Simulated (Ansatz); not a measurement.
```
CELL_PARAMETERS angstrom
4.09169 0.00000 0.00000
-2.04584 3.54350 0.00000
0.00000 0.00000 6.77413
ATOMIC_POSITIONS crystal
Ca 0.00000 0.00000 0.00000
Cu 0.33333 0.66667 0.37649
Cu 0.66667 0.33333 0.62351
S 0.33333 0.66667 0.74630
S 0.66667 0.33333 0.25370
```

Space group P-3m1; not relaxed (largest force 0.6 eV/Å); computed pressure about −11 GPa in this cell; the program warned that a starting moment wasn't kept; spin-polarised, but the moments vanished.

Computed with DFT PBEsol, scalar-relativistic, plane waves, PAW (Ansatz 0.2.0).

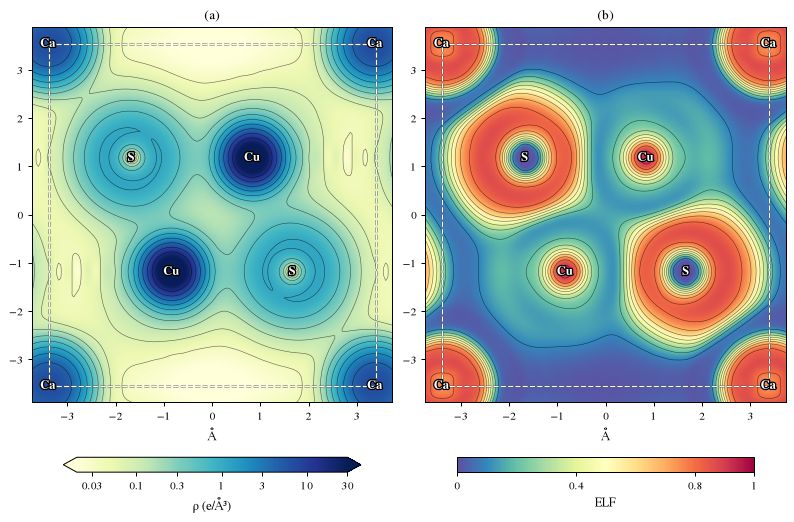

CaCu₂S₂. (a) valence pseudo-density; (b) ELF on the (110) plane of the conventional cell.

Core electrons are frozen (PAW), and the valence fields are smoothed inside the atomic spheres.

Question: Describe what can be read from this map.

Answer: Atoms in the plane: Ca, Cu and S. Cu–S (2.50 Å): ρ is about 0.36 e/Å³ halfway; the ELF peaks at about 0.85 in the valence shell of S, 0.8 Å from its nucleus, and is about 0.40 at the midpoint. Ca–S (2.92 Å): ρ is about 0.17 e/Å³ halfway, with its minimum of 0.15 e/Å³ about 1.3 Å from Ca; the ELF peaks at about 0.85 in the valence shell of S, 0.8 Å from its nucleus, and is about 0.25 at the midpoint: a largely ionic contact. Between the atoms the lowest density in this plane is 0.02 e/Å³. The features right at Ca and Cu lie inside the PAW spheres, where the map follows smoothed inner orbitals and isn't to be read closely.
